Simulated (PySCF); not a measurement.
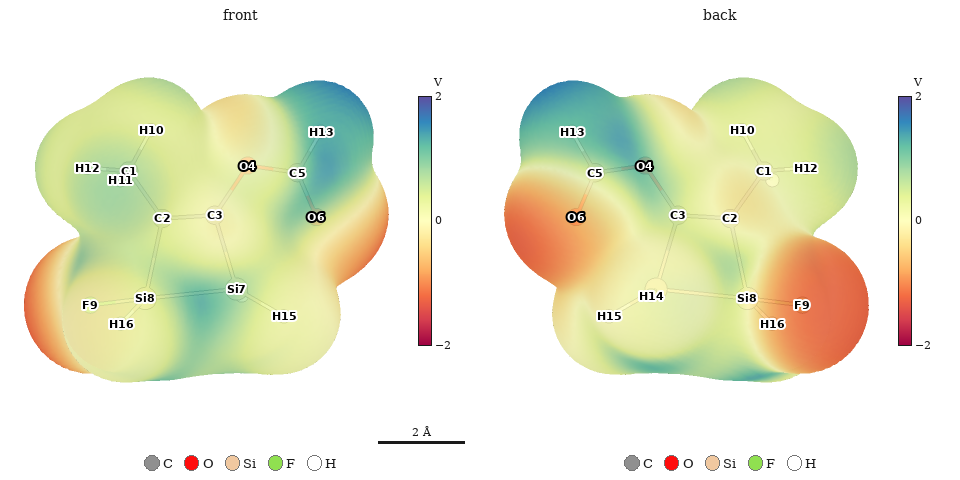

C$_{4}$H$_{7}$FO$_{2}$Si$_{2}$. The electrostatic potential painted on the density surface at 0.002 e/bohr³, seen from the front and from behind; red is negative and blue positive.

Geometry: GFN2-xTB.

Level of theory: PySCF 2.14.0, PBE0/pcSseg-1, SCF density, gas phase, non-relativistic.

Input

```
{"job": {"kind": "nmr", "xc": "PBE0", "basis": "pcSseg-1"}, "charge": 0, "multiplicity": 1}
C     -1.426273     1.750486     0.436780
C     -0.844203     0.412457     0.155230
C      0.453166     0.101483     0.020279
O      1.513441     0.999012     0.125604
C      2.696272     0.468947    -0.043339
O      2.933349    -0.690423    -0.271907
Si     0.614260    -1.757774    -0.348811
Si    -1.673869    -1.297743    -0.109330
F     -2.588989    -1.236992    -1.455858
H     -0.658370     2.520524     0.493732
H     -1.975288     1.725048     1.378304
H     -2.137614     2.010666    -0.346904
H      3.479223     1.237010     0.051146
H      1.110704    -2.109268    -1.677254
H      1.220217    -2.561139     0.710664
H     -2.723624    -1.563350     0.870253
```

Launched as:

```sh
OMP_NUM_THREADS=1 python probes_run.py task.json out
```

Q: Which sites attract a positive test charge, and which a negative one?

A: A positive charge is drawn to the negative regions and a negative charge to the positive ones. The most negative region (about −1.3 V) lies over O6 and F9, the most positive (about +1.6 V) over H13.
